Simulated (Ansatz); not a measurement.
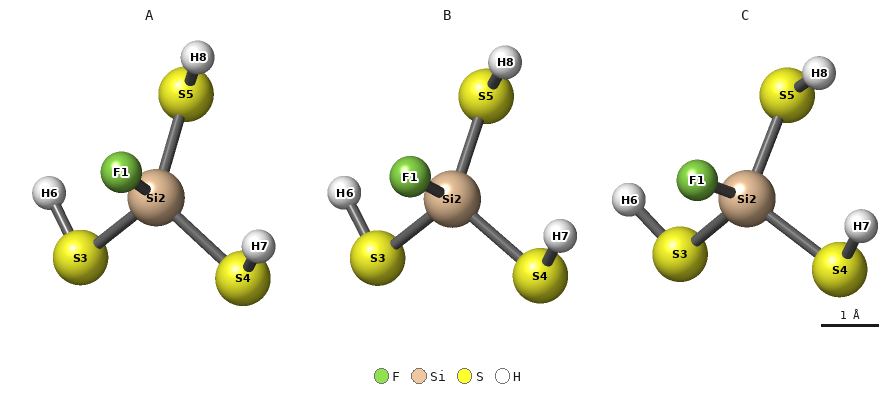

3 geometries from one relaxation of SiH3S3F (coarse preliminary run), in shuffled order. The picture is a ball-and-stick view, seen at a tilt.

The start comes from a force field.

Level of theory: RKS PBE-D4/def2-SVP (Ansatz 0.2.0). Set-up: force threshold 0.03 eV/Å; at most 200 steps.

> Order the frames from highest to lowest energy.

C, B, A. They are steps 0, 3, 8, at +7.17 kcal/mol, +0.85 kcal/mol relative to the last. The energy falls by 7.17 kcal/mol in 8 geometry steps. Largest force component: 2 eV/Å at the start, 0.029 eV/Å at the end. H8 moves most after the best rigid fit: 0.54 Å. By element the largest moves are H 0.54 Å, F 0.44 Å, S 0.18 Å, Si 0.09 Å. Near-neighbour distances that change, for instance: F1–Si2 1.561 → 1.643 Å, S5–H8 1.304 → 1.363 Å, Si2–S3 2.093 → 2.131 Å, S3–H6 1.339 → 1.365 Å. Among the angles between lasting bonds that change: S4–Si2–S5 109.7° → 118.7°, F1–Si2–S3 108.4° → 115.3°, F1–Si2–S4 112.5° → 106.5°. Groups turn about Si2–S5 by about 25°, Si2–S3 by about 25°. Cost: 9.5 s on 4 threads of Arm Neoverse V2 (shared host).
